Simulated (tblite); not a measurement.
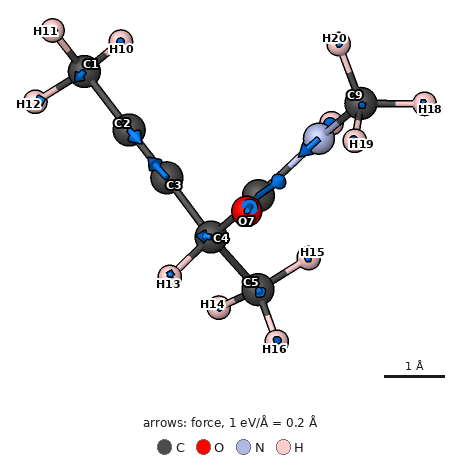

Starting geometry of C7H11NO with the computed forces as blue arrows. Style: ball-and-stick. Shown from a free direction.

Method: GFN2-xTB geometry optimisation, gas phase in tblite 0.8.0. 

**What follows when this structure is relaxed?**

It isn't relaxed: the largest force vector, on a C atom, is 5.56 eV/Å. The final displacements have little in common with the starting forces (cosine between the two patterns 0.16). An H atom moves most after the best rigid fit: 0.77 Å. Largest moves by element: H 0.77 Å, O 0.55 Å, N 0.34 Å, C 0.28 Å. Some distances before and after: C–N 1.431 → 1.349 Å, C–C 1.459 → 1.534 Å, C–O 1.272 → 1.212 Å, C–H 1.138 → 1.090 Å. Bond angles that change, for instance: C–C–N 125.7° → 113.6°, O–C–N 115.7° → 123.8°, C–C–C 114.2° → 108.6°. Groups turn about C–C by about 20°. After 110 geometry steps the energy has fallen by 18.3 kcal/mol.
